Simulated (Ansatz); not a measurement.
Take SnO2 in the rutile structure (space group P4_2/mnm, No. 136; a = 4.7686 Å, c = 3.2113 Å) as the base.

Structures relaxed with PBEsol (Ansatz, a quantum-chemistry and plane-wave program), spin-orbit coupling left out, earlier PAW set.

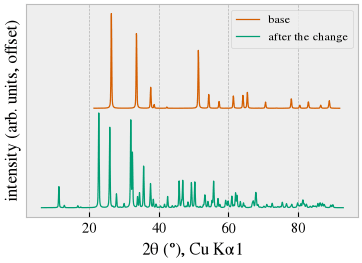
Fig. 1. Simulated powder patterns before (top) and after one change

Name the change that was made.
A. x(S) = 0.25, 12 atoms, Pmn2_1
B. x(S) = 0.25, 12 atoms, Pm
C. x(S) = 0.625, 12 atoms, Pm

B, x(S) = 0.25, 12 atoms, Pm. Its volume per atom is 14.71 Å³ against 12.17 Å³, and its space group is Pm (No. 6).

Each cell is one ordered arrangement of few atoms, which overstates ordering effects compared with a random alloy. Stability against distortions was not tested. The base started in Pnnm and relaxed to P4_2/mnm at this level. The final runs are not spin-polarised. Under x(S) = 0.625, 12 atoms, Pm the cell changed shape so far that it is another structure.
